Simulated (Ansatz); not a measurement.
## Effect of As → P on InAs

The reference is InAs in the zinc blende structure (space group F-43m, No. 216; a = 6.109 Å).

Perturbation: full substitution As → P; the structure is relaxed again.

Calculations: r2SCAN (Ansatz, a program for electronic structure; PAW; 500 eV plane waves; without spin-orbit coupling). k-mesh 10×10×10 (Γ-centred); smearing 0.05 eV (Fermi–Dirac), for the changed cell.

```tsv
quantity	base	changed	shift
density	5.53 g/cm³	4.70 g/cm³	-0.83 g/cm³
lattice parameter a	6.109 Å	5.907 Å	-0.202 Å
space group	F-43m (No. 216)	F-43m (No. 216)	–
shortest interatomic distance	2.645 Å	2.558 Å	-0.087 Å
band gap	0.08 eV	1.03 eV	+0.95 eV
gap character	direct at Γ	direct at Γ	–
width of the top valence band	2.80 eV	2.90 eV	+0.10 eV
electron mass	–	0.074 mₑ (at Γ)	–
hole mass (degenerate bands, along [100])	–	0.073, 0.44, 0.44 mₑ (at Γ)	–
```

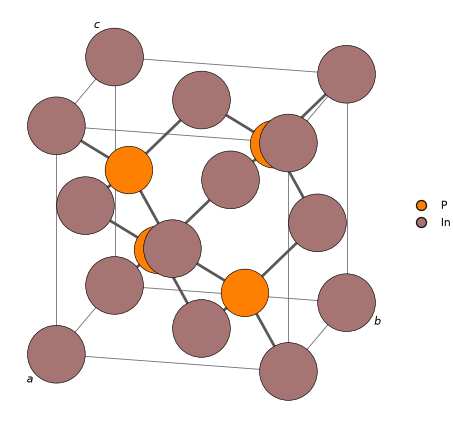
Fig. 1. The relaxed conventional cell after the change

Cost of the whole job for the changed cell (relaxation, final SCF and bands): very roughly 27 core-seconds.

Masses are band curvatures over ±0.01 Å⁻¹ around the edge. No phonon test of stability was made. A zero or small gap of InAs can be the functional's error rather than a property of the material.
